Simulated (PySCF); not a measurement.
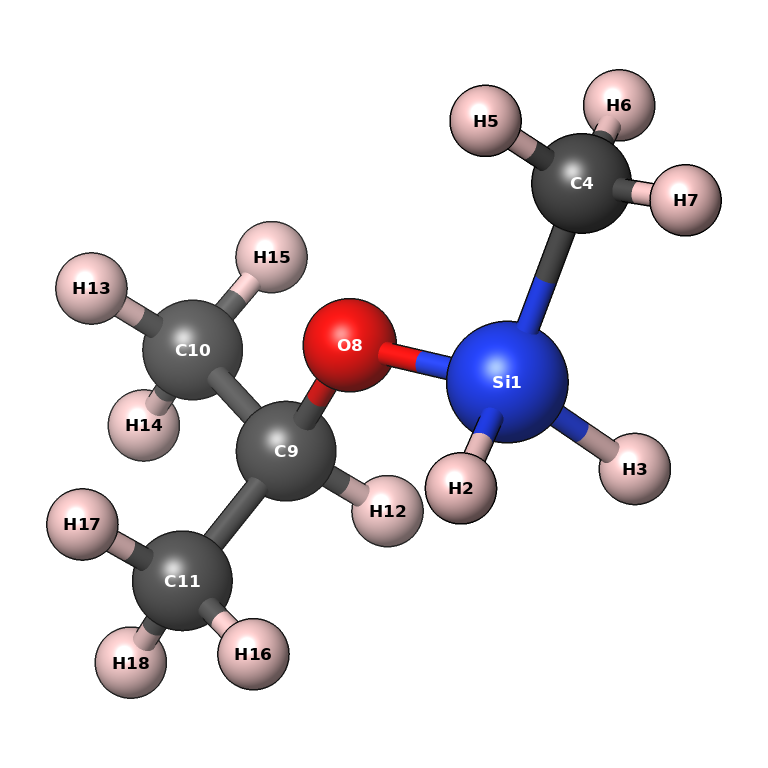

The geometry was computed by an optimisation with PBE0-D3(BJ)/def2-SVP. No frequency run is at hand to confirm it as a minimum. Properties computed with delta-SCF UKS SCAN, pcX-2 on the ionised atom (unc-x2c-TZVPall on a metal), pcseg-1 elsewhere, spin-free X2C (PySCF 2.14.0).

Give the core-electron binding energies (to vacuum; p and d levels without spin–orbit splitting) of Si1 1s, Si1 2p, C4 1s, O8 1s, C9 1s, C10 1s.

```tsv
atom	level	binding energy (eV)
Si1	1s	1846.8
Si1	2p	107.1
C4	1s	290.2
O8	1s	537.5
C9	1s	292.1
C10	1s	290.5
```
